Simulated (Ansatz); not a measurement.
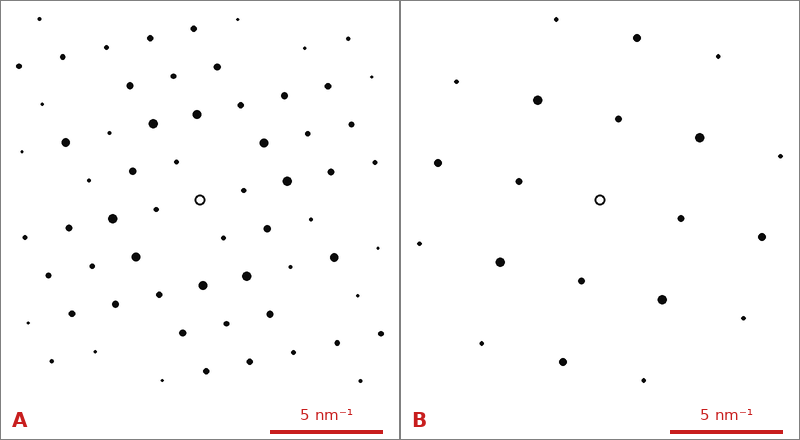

Kinematic electron diffraction patterns (200 kV, B = 0.5 Å², same scale, each along a low-index zone) of two structures of composition YZr2, each relaxed at zero pressure with DFT PBE, scalar-relativistic, plane waves, PAW in Ansatz 0.2.0.

The structures (standard cells):
1. P4_2/nmc (No. 137), a = 3.782 Å, c = 12.084 Å, 6 atoms; generated start, possibly hypothetical
2. Fd-3m (No. 227), a = 8.609 Å, 24 atoms; generated start, possibly hypothetical

Q: Which pattern belongs to which structure, and along which zone?

A: A is structure 2 along [110] or an equivalent direction: centred rectangular net of -1 1 -1 at d = 4.97 Å and -1 1 1 at d = 4.97 Å, 70.5° apart (some points of this net are extinct or too weak to see). B is structure 1 along [001]: square net of 1 -1 0 at d = 2.67 Å and 1 1 0 at d = 2.67 Å, 90.0° apart (some points of this net are extinct or too weak to see).

Q: Which structure lies lowest at this level of theory, and by how much?

A: Structure 2 (Fd-3m, 26.59 Å³ an atom) is the lowest of these; structure 1 (P4_2/nmc, 28.81 Å³ an atom) lies about 440 meV an atom higher. These are static energies at 0 K; other structures, not shown, may lie lower still.
